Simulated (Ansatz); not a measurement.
**AlH$_{2}$Cl$_{2}$F: geometry relaxation**

System: AlH$_{2}$Cl$_{2}$F.
Method: RHF/def2-SVP (Ansatz 0.2.0).

The input holds or restrains some coordinates. It belongs to a series of runs on one base structure; here: pulled along the bonds that form and break, towards end B. Figures and captions count atoms from 1; the log counts them from 0 in places.

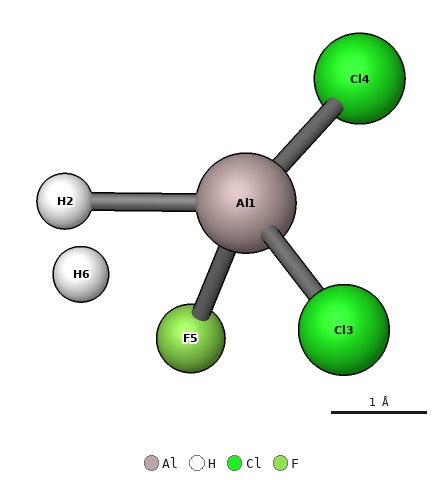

*The starting structure (ball-and-stick view, seen at a tilt; atoms are numbered from 1 in the order of the input). Sticks mark near contacts.*

Bond lengths as drawn: Al–Cl 2.23 Å, Al–F 1.99 Å and Al–H 1.91 Å.

Input:
```yaml
crystal:
  periodic: [false, false, false]
  atoms:
    - { symbol: Al, position_ang: [0.0, 0.0, 0.0] }
    - { symbol: H, position_ang: [0.0, 0.0, 1.91] }
    - { symbol: Cl, position_ang: [1.9312, 0.0, -1.115] }
    - { symbol: Cl, position_ang: [-1.9312, 0.0, -1.115] }
    - { symbol: F, position_ang: [0.0832, -1.8866, 0.6275] }
    - { symbol: H, position_ang: [0.0446, -1.0119, 1.7645] }
basis:
  gaussian: { orbitals: def2-SVP }
hamiltonian:
  xc: hf
relax:
  f_tol: 0.15
  max_steps: 25
  restrain:
    - { distance: [0, 4], at: 1.69, k: 30.0 }
    - { distance: [5, 1], at: 0.66, k: 30.0 }
    - { distance: [0, 1], at: 2.76, k: 30.0 }
    - { distance: [5, 4], at: 2.12, k: 30.0 }
output:
  orbitals: {}
```

Launched with:
```bash
ansatz run input.yaml --threads 1 --pin off --max-ram 2048MiB --backend cpu --events-out ev --progress --plain --runs-dir out
```

What the program printed:
```
The last accepted step is kept in [file] (removed where the run ends without a failure and the disk answers)
Engine: ansatz 0.2.0, x86_64-unknown-linux-gnu
Functional definition: HF
  exchange = exact_x
  correlation = 0
769 factors; integrals over basis functions are off by at most 4.4e-4 eV
mean field evaluation 1: about -34315.0554 eV, gradient 3.3e1 eV
mean field evaluation 2: about -34315.0858 eV, gradient 3.3e1 eV
mean field evaluation 4: about -34317.8358 eV, gradient 2.3e0 eV
mean field evaluation 8: about -34317.8634 eV, gradient 2.4e-4 eV
mean field -34317.86341839 eV, -1261.1582191426 hartree, gradient 3.6e-5 eV, S^2 0.000000; 0 other end points of the search recorded, 0 dependent functions left out
the calculation of the forces begins
reference -34317.86341839 eV, -1261.1582191426 hartree; 29, 29 occupied and 49, 49 virtual orbitals, 769 factors
relax step   1: F+E_penalty+E_count = -34317.86341839 eV  Δ(F+E_penalty+E_count) = +0.000e0 eV  max|allowed force component| = 4.551e0 eV/Å  E_restraint = 21.20412939 eV  max|allowed force component, restraints' pulls added| = 2.490e1 eV/Å  Δτ_max = 0.0000 Å  (34 SCF iters, accepted)
  distance Al 0 - F 4 = 1.9900 Å
  distance H 5 - H 1 = 1.0233 Å
  distance Al 0 - H 1 = 1.9100 Å
  distance H 5 - F 4 = 1.4350 Å
these checks for a lower state are left out or cut short: starts, cluster_reference, orbital_swaps, neighbouring_geometries, increment
769 factors; integrals over basis functions are off by at most 3.4e-4 eV
mean field evaluation 16: about -34318.9856 eV, gradient 4.3e-4 eV
mean field -34318.98563145 eV, -1261.1994597117 hartree, gradient 8.0e-5 eV, S^2 0.000000; 0 other end points of the search recorded, 0 dependent functions left out
the calculation of the forces begins
reference -34318.98563145 eV, -1261.1994597117 hartree; 29, 29 occupied and 49, 49 virtual orbitals, 769 factors
relax step   2: F+E_penalty+E_count = -34318.98563145 eV  Δ(F+E_penalty+E_count) = -1.122e0 eV  max|allowed force component| = 5.299e0 eV/Å  E_restraint = 7.81074552 eV  max|allowed force component, restraints' pulls added| = 1.465e1 eV/Å  Δτ_max = 0.1950 Å  (39 SCF iters, accepted)
  distance Al 0 - F 4 = 1.8943 Å
  distance H 5 - H 1 = 0.8304 Å
  distance Al 0 - H 1 = 2.2493 Å
  distance H 5 - F 4 = 1.6851 Å
these checks for a lower state are left out or cut short: starts, cluster_reference, orbital_swaps, neighbouring_geometries, increment
769 factors; integrals over basis functions are off by at most 2.8e-4 eV
mean field -34319.93100547 eV, -1261.2342015663 hartree, gradient 4.8e-5 eV, S^2 0.000000; 0 other end points of the search recorded, 0 dependent functions left out
the calculation of the forces begins
reference -34319.93100547 eV, -1261.2342015663 hartree; 29, 29 occupied and 49, 49 virtual orbitals, 769 factors
relax step   3: F+E_penalty+E_count = -34319.93100547 eV  Δ(F+E_penalty+E_count) = -9.454e-1 eV  max|allowed force component| = 4.022e0 eV/Å  E_restraint = 1.25436488 eV  max|allowed force component, restraints' pulls added| = 7.507e0 eV/Å  Δτ_max = 0.1949 Å  (32 SCF iters, accepted)
  distance Al 0 - F 4 = 1.7557 Å
  distance H 5 - H 1 = 0.7009 Å
  distance Al 0 - H 1 = 2.5209 Å
  distance H 5 - F 4 = 1.9769 Å
these checks for a lower state are left out or cut short: starts, cluster_reference, orbital_swaps, neighbouring_geometries, increment
769 factors; integrals over basis functions are off by at most 2.6e-4 eV
mean field evaluation 32: about -34320.4725 eV, gradient 1.8e-5 eV
mean field -34320.47249410 eV, -1261.2541009064 hartree, gradient 5.0e-5 eV, S^2 0.000000; 0 other end points of the search recorded, 0 dependent functions left out
the calculation of the forces begins
reference -34320.47249410 eV, -1261.2541009064 hartree; 29, 29 occupied and 49, 49 virtual orbitals, 769 factors
relax step   4: F+E_penalty+E_count = -34320.47249410 eV  Δ(F+E_penalty+E_count) = -5.415e-1 eV  max|allowed force component| = 2.188e0 eV/Å  E_restraint = 0.05205410 eV  max|allowed force component, restraints' pulls added| = 1.531e0 eV/Å  Δτ_max = 0.1944 Å  (31 SCF iters, accepted)
  distance Al 0 - F 4 = 1.6574 Å
  distance H 5 - H 1 = 0.6998 Å
  distance Al 0 - H 1 = 2.7350 Å
  distance H 5 - F 4 = 2.1059 Å
these checks for a lower state are left out or cut short: starts, cluster_reference, orbital_swaps, neighbouring_geometries, increment
769 factors; integrals over basis functions are off by at most 2.9e-4 eV
mean field -34320.70468171 eV, -1261.2626336436 hartree, gradient 6.0e-5 eV, S^2 0.000000; 0 other end points of the search recorded, 0 dependent functions left out
the calculation of the forces begins
reference -34320.70468171 eV, -1261.2626336436 hartree; 29, 29 occupied and 49, 49 virtual orbitals, 769 factors
relax step   5: F+E_penalty+E_count = -34320.70468171 eV  Δ(F+E_penalty+E_count) = -2.322e-1 eV  max|allowed force component| = 1.548e0 eV/Å  E_restraint = 0.05074794 eV  max|allowed force component, restraints' pulls added| = 1.279e0 eV/Å  Δτ_max = 0.1968 Å  (31 SCF iters, accepted)
  distance Al 0 - F 4 = 1.6875 Å
  distance H 5 - H 1 = 0.7131 Å
  distance Al 0 - H 1 = 2.7812 Å
  distance H 5 - F 4 = 2.1304 Å
these checks for a lower state are left out or cut short: starts, cluster_reference, orbital_swaps, neighbouring_geometries, increment
769 factors; integrals over basis functions are off by at most 2.5e-4 eV
mean field -34320.65020821 eV, -1261.2606317793 hartree, gradient 5.1e-5 eV, S^2 0.000000; 0 other end points of the search recorded, 0 dependent functions left out
the calculation of the forces begins
reference -34320.65020821 eV, -1261.2606317793 hartree; 29, 29 occupied and 49, 49 virtual orbitals, 769 factors
relax step   6: F+E_penalty+E_count = -34320.65020821 eV  Δ(F+E_penalty+E_count) = +5.447e-2 eV  max|allowed force component| = 2.031e0 eV/Å  E_restraint = 0.14292616 eV  max|allowed force component, restraints' pulls added| = 2.477e0 eV/Å  Δτ_max = 0.1951 Å  (31 SCF iters, rejected (line search))
  distance Al 0 - F 4 = 1.6739 Å
  distance H 5 - H 1 = 0.7490 Å
  distance Al 0 - H 1 = 2.7789 Å
  distance H 5 - F 4 = 2.1515 Å
these checks for a lower state are left out or cut short: starts, cluster_reference, orbital_swaps, neighbouring_geometries, increment
769 factors; integrals over basis functions are off by at most 2.8e-4 eV
mean field -34320.74476763 eV, -1261.2641067739 hartree, gradient 5.5e-5 eV, S^2 0.000000; 0 other end points of the search recorded, 0 dependent functions left out
the calculation of the forces begins
reference -34320.74476763 eV, -1261.2641067739 hartree; 29, 29 occupied and 49, 49 virtual orbitals, 769 factors
relax step   7: F+E_penalty+E_count = -34320.74476763 eV  Δ(F+E_penalty+E_count) = -4.009e-2 eV  max|allowed force component| = 1.509e0 eV/Å  E_restraint = 0.05472605 eV  max|allowed force component, restraints' pulls added| = 2.051e-1 eV/Å  Δτ_max = 0.0674 Å  (32 SCF iters, accepted)
  distance Al 0 - F 4 = 1.6627 Å
  distance H 5 - H 1 = 0.7130 Å
  distance Al 0 - H 1 = 2.7589 Å
  distance H 5 - F 4 = 2.1297 Å
these checks for a lower state are left out or cut short: starts, cluster_reference, orbital_swaps, neighbouring_geometries, increment
769 factors; integrals over basis functions are off by at most 2.8e-4 eV
mean field -34320.74601959 eV, -1261.2641527827 hartree, gradient 5.5e-5 eV, S^2 0.000000; 0 other end points of the search recorded, 0 dependent functions left out
the calculation of the forces begins
reference -34320.74601959 eV, -1261.2641527827 hartree; 29, 29 occupied and 49, 49 virtual orbitals, 769 factors
relax step   8: F+E_penalty+E_count = -34320.74601959 eV  Δ(F+E_penalty+E_count) = -1.252e-3 eV  max|allowed force component| = 1.517e0 eV/Å  E_restraint = 0.05286481 eV  max|allowed force component, restraints' pulls added| = 1.131e-2 eV/Å  Δτ_max = 0.0259 Å  (32 SCF iters, accepted)
  distance Al 0 - F 4 = 1.6655 Å
  distance H 5 - H 1 = 0.7128 Å
  distance Al 0 - H 1 = 2.7583 Å
  distance H 5 - F 4 = 2.1315 Å
769 factors; integrals over basis functions are off by at most 2.8e-4 eV
mean field evaluation 64: about -34318.6808 eV, gradient 3.0e1 eV
```

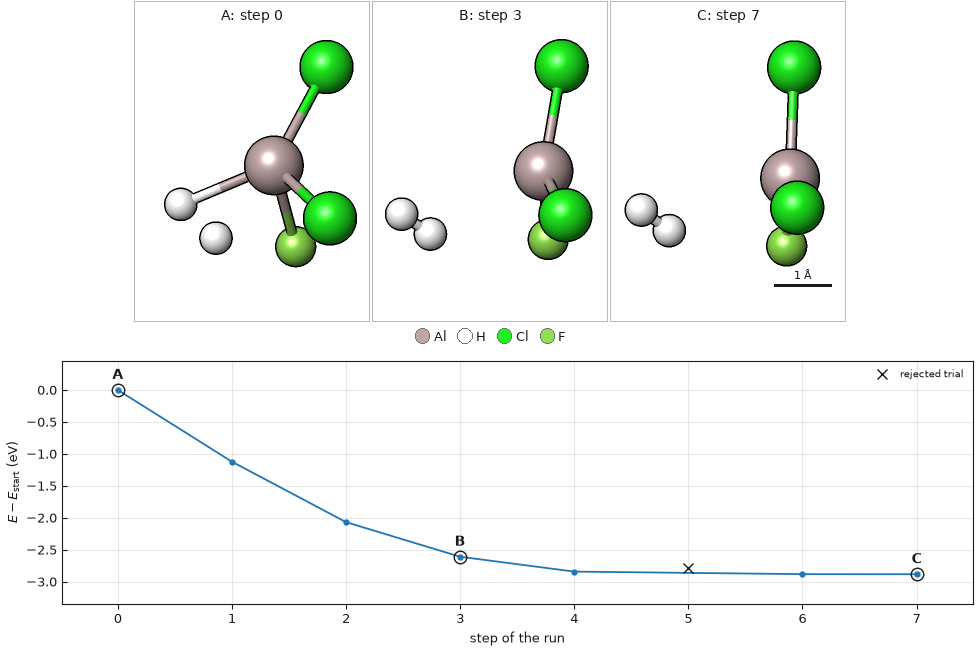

*Frames of the restrained relaxation (ball-and-stick view, seen at a tilt) above the curves, on which the letters mark them (the first geometry is step 0 here and step 1 in the log).*

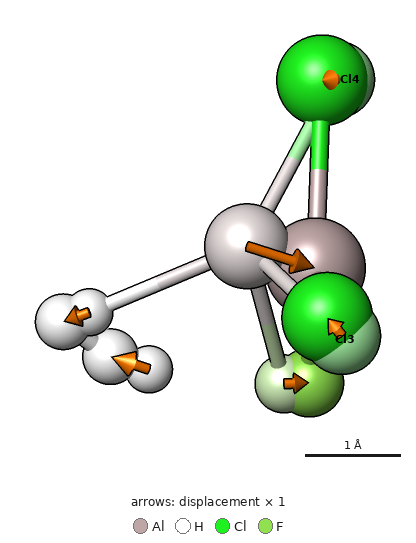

*Start (faint) and end (solid) with the displacements as orange arrows, at true length (ball-and-stick view, seen at a tilt). The two geometries are laid on each other by the best rigid fit.*

Over 7 geometry steps the energy falls by 2.883 eV. Largest force component: 4.6 eV/Å at the start, 1.5 eV/Å at the end. The line search rejected the trial step at point 5 (counted from 0) and went back. The atom that moves furthest after the best rigid fit is Al1 (0.78 Å). By element the largest moves are Al 0.78 Å, H 0.44 Å, F 0.27 Å, Cl 0.25 Å. Among the contacts that change: Al1–H2 1.910 → 2.758 Å, Al1–F5 1.990 → 1.666 Å, H2–H6 1.023 → 0.713 Å, Al1–Cl3 2.230 → 2.074 Å. New bonds form: H2–H6 (1.02 → 0.71 Å). Among the angles that change: Cl3–Al1–F5 97.0° → 118.9°, Cl4–Al1–F5 101.2° → 118.9°, Cl3–Al1–Cl4 120.0° → 122.0°. (Atoms are counted from 1 in the order of the input.)

```
mean field -34320.74601959 eV, -1261.2641527827 hartree, gradient 5.5e-5 eV, S^2 0.000000; 1 other end points of the search recorded, 0 dependent functions left out
the calculation of the forces begins
reference -34320.74601959 eV, -1261.2641527827 hartree; 29, 29 occupied and 49, 49 virtual orbitals, 769 factors
Total energy: -34320.74601959 eV, -1261.2641527827 hartree
Atom 0 at     0.022643    -0.613178    -0.471814 Å, force     0.008233    -0.620169     0.428793 eV/Å
Atom 1 at     0.015062     0.006727     2.215938 Å, force    -0.023454     1.517110     0.367415 eV/Å
Atom 2 at     1.824041     0.235469    -1.051146 Å, force    -0.001442    -0.005123     0.008967 eV/Å
Atom 3 at    -1.803393     0.193692    -1.033379 Å, force     0.001461    -0.005279     0.007477 eV/Å
Atom 4 at     0.043448    -2.040794     0.385797 Å, force    -0.006527     0.420642    -0.648620 eV/Å
Atom 5 at     0.025999    -0.680416     2.026605 Å, force     0.021730    -1.307180    -0.164032 eV/Å
Dipole moment:    -0.001202     0.107308     0.024540 e Å
```

Trajectory as extended XYZ (Å, eV, eV/Å), 8 frames, from step=1 to step=8:
```
6
Properties=species:S:1:pos:R:3:forces:R:3 step=1 energy=-34317.86342
Al    0.0000    0.0000    0.0000    0.2089  -4.5509  -1.1585
H     0.0000    0.0000    1.9100    0.0615  -1.3245  -0.5432
Cl    1.9312    0.0000   -1.1150   -1.7415   0.7528   1.2255
Cl   -1.9312    0.0000   -1.1150    1.7713   0.6490   1.3046
F     0.0832   -1.8866    0.6275   -0.2371   2.8791   0.3554
H     0.0446   -1.0119    1.7645   -0.0632   1.5945  -1.1837
6
Properties=species:S:1:pos:R:3:forces:R:3 step=2 energy=-34318.98563
Al    0.0040   -0.1077   -0.1625    0.1902  -5.2993  -0.1882
H     0.0029   -0.0659    2.0865    0.0486  -1.0636  -0.4745
Cl    1.9242    0.0081   -1.1109   -1.0016   0.8207   0.6579
Cl   -1.9227    0.0067   -1.1094    1.1054   0.6916   0.7835
F     0.0813   -1.8764    0.5113   -0.2626   2.9568  -1.2409
H     0.0381   -0.8632    1.8570   -0.0800   1.8938   0.4622
6
Properties=species:S:1:pos:R:3:forces:R:3 step=3 energy=-34319.93100
Al    0.0083   -0.2437   -0.3020    0.0737  -4.0225   0.0377
H     0.0039   -0.0846    2.2139   -0.1034   2.3590   0.7222
Cl    1.9163    0.0255   -1.1061   -0.2378   0.8303   0.1678
Cl   -1.9118    0.0211   -1.1015    0.4234   0.6708   0.3243
F     0.0775   -1.8653    0.3675   -0.2430   2.0841  -0.7365
H     0.0335   -0.7515    2.0002    0.0871  -1.9217  -0.5155
6
Properties=species:S:1:pos:R:3:forces:R:3 step=4 energy=-34320.47249
Al    0.0121   -0.3973   -0.4211    0.0916  -1.3969  -0.3476
H     0.0031   -0.0548    2.2924   -0.0950   2.1884   0.6872
Cl    1.9201    0.0849   -1.1086   -0.2862   0.5322   0.0707
Cl   -1.9055    0.0679   -1.0944    0.3144   0.4436   0.1322
F     0.0649   -1.8778    0.3220   -0.1119   0.1570  -0.0583
H     0.0331   -0.7214    2.0817    0.0871  -1.9243  -0.4842
6
Properties=species:S:1:pos:R:3:forces:R:3 step=5 energy=-34320.70468
Al    0.0218   -0.5763   -0.5022    0.0815  -1.0752   0.6970
H     0.0028   -0.0083    2.2202   -0.0586   1.5477   0.3342
Cl    1.8662    0.2175   -1.0812   -0.3579  -0.0563   0.0636
Cl   -1.8421    0.1805   -1.0537    0.3006  -0.0304   0.0426
F     0.0465   -2.0031    0.3984   -0.0202   0.9054  -1.0100
H     0.0326   -0.7088    2.0905    0.0546  -1.2912  -0.1274
6
Properties=species:S:1:pos:R:3:forces:R:3 step=6 energy=-34320.65021 accepted=F
Al    0.0269   -0.6013   -0.4456   -0.1618  -2.0310   1.0795
H     0.0174    0.0351    2.2594   -0.0031   0.0200  -0.2100
Cl    1.7718    0.2095   -1.0041    1.4520   0.6935  -0.4192
Cl   -1.7524    0.1723   -0.9804   -1.2748   0.5683  -0.3407
F     0.0495   -2.0849    0.3294   -0.0162   0.6734  -0.5482
H     0.0146   -0.6292    1.9133    0.0039   0.0758   0.4387
6
Properties=species:S:1:pos:R:3:forces:R:3 step=7 energy=-34320.74477
Al    0.0230   -0.6230   -0.4631    0.0065  -0.4880   0.3246
H     0.0155    0.0031    2.2238   -0.0195   1.5089   0.3657
Cl    1.8069    0.2462   -1.0673    0.0381  -0.0448   0.0437
Cl   -1.7865    0.2055   -1.0482   -0.0351  -0.0479   0.0435
F     0.0447   -2.0468    0.3954   -0.0078   0.3698  -0.6152
H     0.0242   -0.6834    2.0314    0.0178  -1.2981  -0.1623
6
Properties=species:S:1:pos:R:3:forces:R:3 step=8 energy=-34320.74602
Al    0.0226   -0.6132   -0.4718    0.0082  -0.6202   0.4288
H     0.0151    0.0067    2.2159   -0.0235   1.5171   0.3674
Cl    1.8240    0.2355   -1.0511   -0.0014  -0.0051   0.0090
Cl   -1.8034    0.1937   -1.0334    0.0015  -0.0053   0.0075
F     0.0434   -2.0408    0.3858   -0.0065   0.4206  -0.6486
H     0.0260   -0.6804    2.0266    0.0217  -1.3072  -0.1640
```

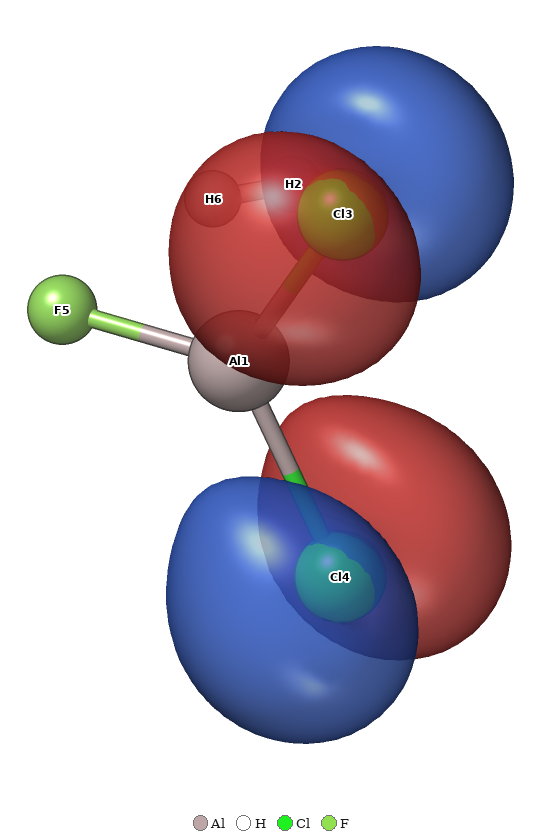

*The HOMO−1 at ±0.1 Å⁻³ᐟ² (blue and red are the two phases), seen at an oblique angle.*

Its energy is −13.12 eV.

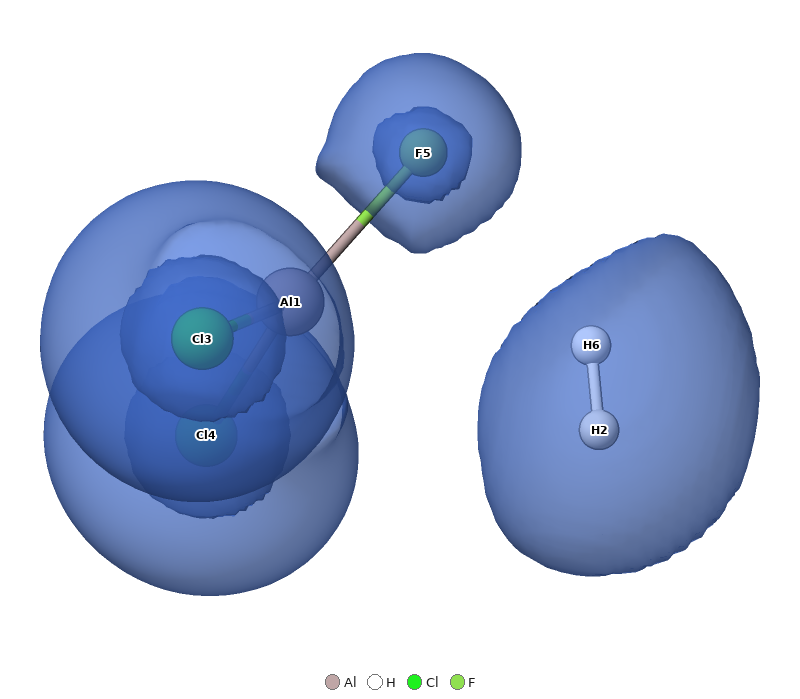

*Isosurface of the ELF at 0.75 (blue), seen from the side. Core shells and regions of very low density are left out.*

Values along the shortest contacts: Al1···H6 (2.50 Å): the ELF is only about 0.05 between them; a non-bonded, intermolecular contact. Al–F (1.67 Å): the ELF peaks at about 0.85 in the valence shell of F, 0.6 Å from its nucleus, and is about 0.30 at the midpoint.

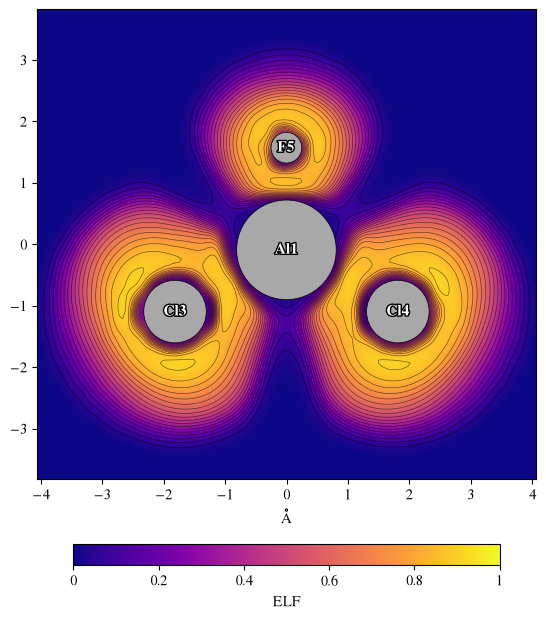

*ELF on the plane of atoms Cl3, Al1 and Cl4. Grey discs, where drawn, cover atomic cores.*

The section cuts through Al, Cl and F sites. Al–F (1.67 Å): the ELF peaks at about 0.85 in the valence shell of F, 0.6 Å from its nucleus, and is about 0.30 at the midpoint. Al–Cl (2.07 Å): the ELF peaks at about 0.90 in the valence shell of Cl, 0.9 Å from its nucleus, and is about 0.85 at the midpoint.

Key numbers:

| quantity | value |
| --- | --- |
| outcome | converged under the restraints of the input |
| total energy | −34320.7460 eV |
| mean-field energy | −34320.7460 eV |
| largest force (length of the vector) at the end, held atoms and coordinates included | 1.561 eV/Å |
| hardware | 1 thread of AMD EPYC (Zen 5), 64 GiB of memory available, shared host |
| wall time | 4.5 s |
| peak memory | 0.16 GiB |
